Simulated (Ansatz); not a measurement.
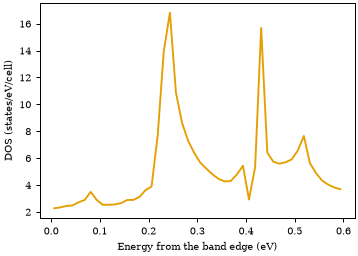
Figure. Density of states of monolayer SnS2 below the valence band maximum, PBE, rigid bands run with Ansatz (a first-principles code); cell area 11.87 Å².

### Question
What effective density of states at 300 K does this give (∫ g(E) exp(−E/k_BT) dE, both spins, divided by the cell's size)?

### Answer
5.4e13 cm⁻².

Spin-orbit coupling is left out; where it splits the top of the valence band, N_v and the p-type Seebeck coefficient come out somewhat high without it. Geometry: cell and atoms relaxed with PBE.
